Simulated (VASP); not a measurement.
Energy against volume of Ir (fcc). These are PBE GGA with D4 dispersion, VASP's PBE PAW potentials (set 64) (plane waves; VASP) values and carry that method's errors.

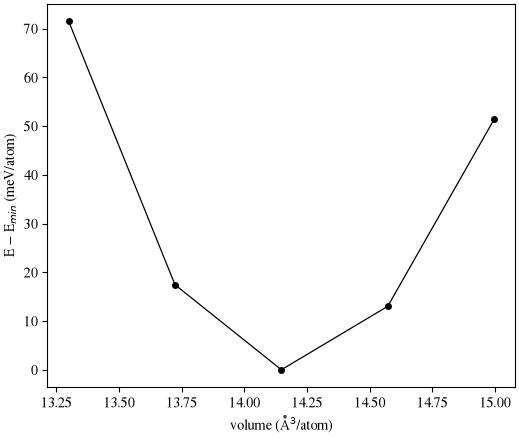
Fig. 1. Energy against volume

### Question
Estimate the equilibrium volume and the bulk modulus.

### Answer
The minimum lies near 14.2 Å³/atom, and the curvature gives B0 of about 380 GPa.

Measured: bulk modulus 365 GPa at 0 K (computed value off by +4.1 %), as given by H. Levämäki et al., Physical Review B (2014), arXiv:1402.3671 [corrected for temperature and zero-point phonon effects]; a 3.831 Å at 0 K (computed value off by +0.3 %), as given by Daniel Mejia-Rodriguez et al., Physical Review B (2018), arXiv:1807.09216 [static lattice: zero-point anharmonic expansion removed].

The compound is Ir in the fcc structure. It was relaxed first.
